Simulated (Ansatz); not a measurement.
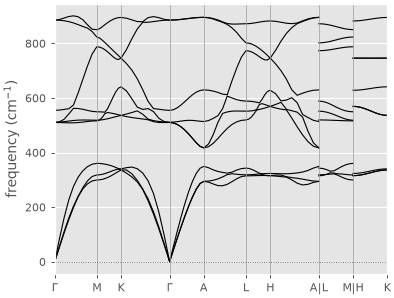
*Phonon dispersion of TiB₂ in space group P6/mmm (No. 191; Ti on 1a, B on 2d), plane-wave PAW PBE (Ansatz code); imaginary frequencies are drawn negative*

### Question
Is this phase dynamically stable?

### Answer
Yes, on this path no branch is imaginary.

### Question
How high does the spectrum reach?

### Answer
About 900 cm⁻¹ (27.0 THz).

Symmetry was held in the PBE relaxation. The run is not spin-polarised. As this level gives no gap, phonon frequencies hold no LO–TO term and depend on the k-mesh and smearing (Fermi–Dirac, 0.1 eV here).

Potentials: the later of the program's two PAW sets.
